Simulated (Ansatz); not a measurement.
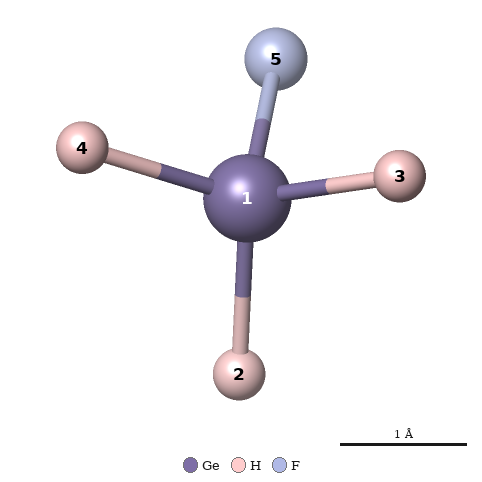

The view is orthographic, and the bar gives the scale. Computed geometry: PBE0-D4/def2-TZVP optimisation.

Reconstruct the coordinates (Å) as seen: x to the right, y up, z towards the viewer, origin at the mean of the atomic positions.

```xyz
5
FGeH3
Ge  -0.01  -0.06   0.07
H   -0.08  -1.46  -0.55
H    1.20   0.12   0.99
H   -1.33   0.35   0.75
F    0.22   1.05  -1.25
```
